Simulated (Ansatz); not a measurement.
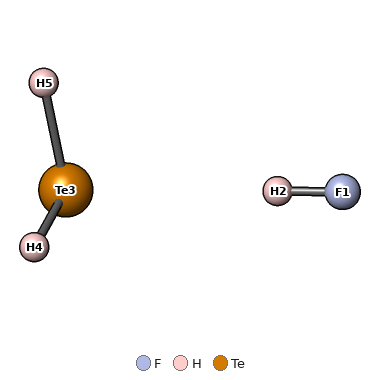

The system is the pair FH···H₂Te; the picture shows the reference structure. The turn is about an axis along (−0.87, 0.47, −0.17) in the frame of the relaxed pair, normal to the line between the partners. First axis: distance Te3···H2. Second axis: turn of F1, H2 about its own atom H2. Grid: 15 × 15 points; 120 points were computed and 105 follow by symmetry. Points are written as (first, second). Energies are in kJ/mol, from the two partners far apart, frozen as in the relaxed pair, each in its own basis (no counterpoise correction). These are results of Ansatz, RHF/def2-TZVPD, not measurements.

Its coordinates:

```xyz
5

F    -0.0615   -0.0814   -2.6134
H    -0.1626    0.0139   -1.7192
Te   -0.5526    0.3573    1.1832
H    -0.1844   -1.1825    1.6206
H     0.9612    0.8928    1.5289
```

Range: distance Te3···H2 from 2.477 to 3.877 Å; turn of F1, H2 about its own atom H2 from −180 to 156°.

What will the energy surface look like?

Answer. The lowest grid point is at (3.007 Å, −12°), −10 kJ/mol from the two partners far apart, frozen as in the relaxed pair, each in its own basis (no counterpoise correction). The highest grid point, (2.477 Å, −180°), lies 1086 kJ/mol above the lowest. At the highest point the unbonded atoms F1···Te3 come to 1.57 Å, against 3.90 Å at the lowest; the sum of their van der Waals radii is about 3.5 Å.

```tsv
second ↓, first →	2.477	2.512	2.569	2.639	2.719	2.808	2.904	3.007	3.116	3.231	3.351	3.476	3.605	3.739	3.877
156	795	736	651	560	470	384	306	238	181	135	99	72	52	37	26
132	392	364	323	277	231	188	149	116	89	67	49	36	26	19	14
108	158	146	127	107	88	70	55	42	32	24	17	13	9	6	5
84	61	55	46	38	30	22	16	12	8	5	3	1	1	0	0
60	22	19	14	10	6	3	1	−1	−2	−3	−4	−4	−4	−4	−3
36	5	3	0	−2	−4	−6	−7	−7	−8	−7	−7	−7	−6	−6	−5
12	−2	−4	−6	−7	−9	−10	−10	−10	−10	−9	−9	−8	−7	−6	−6
−12	−2	−4	−6	−7	−9	−10	−10	−10	−10	−9	−9	−8	−7	−6	−6
−36	5	3	0	−2	−4	−6	−7	−7	−8	−7	−7	−7	−6	−6	−5
−60	22	19	14	10	6	3	1	−1	−2	−3	−4	−4	−4	−4	−3
−84	61	55	46	38	30	22	16	12	8	5	3	1	1	0	0
−108	158	146	127	107	88	70	55	42	32	24	17	13	9	6	5
−132	392	364	323	277	231	188	149	116	89	67	49	36	26	19	14
−156	795	736	651	560	470	384	306	238	181	135	99	72	52	37	26
−180	1076	987	862	734	612	498	396	307	233	173	126	91	65	46	32
```

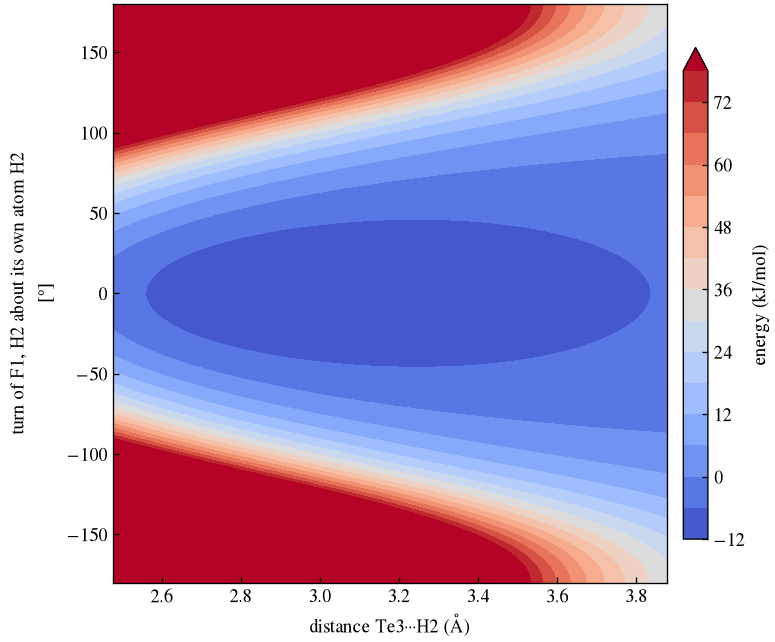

In the figure: filled contours, one colour for all values above the top of the scale. Between grid points the surface is interpolated.

Each point was launched as `ansatz run input.yaml --threads 1 --pin off --max-ram 2560MiB --backend cpu --events-out ev --progress --plain --runs-dir out`. The whole map (120 points run) took 4.6 min on 1 thread of Arm Neoverse V2 (shared host).
